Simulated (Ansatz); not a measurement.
Consider Na in the bcc (W type) structure (space group Im-3m, No. 229; a = 4.173 Å; relaxed with 0.1 eV smearing).

Structures relaxed with PBEsol (Ansatz, an electronic-structure program), spin-orbit coupling left out.

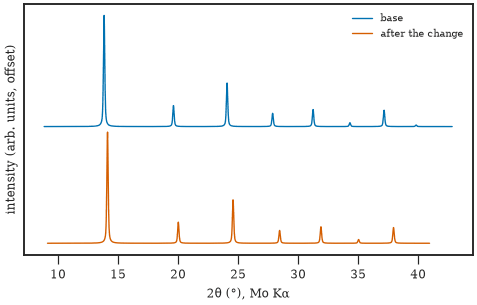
Figure. Simulated powder patterns before (top) and after one change

**Question.** Which change produced these results?
(A) isotropic strain +2.50 %
(B) isotropic strain +0.50 %
(C) isotropic strain +1.00 %
(D) isotropic strain −2.00 %

**Answer.** D, isotropic strain −2.00 %. Its volume per atom is 34.21 Å³ against 36.35 Å³, and its space group is Im-3m (No. 229).

Whether these cells are dynamically stable was not tested.
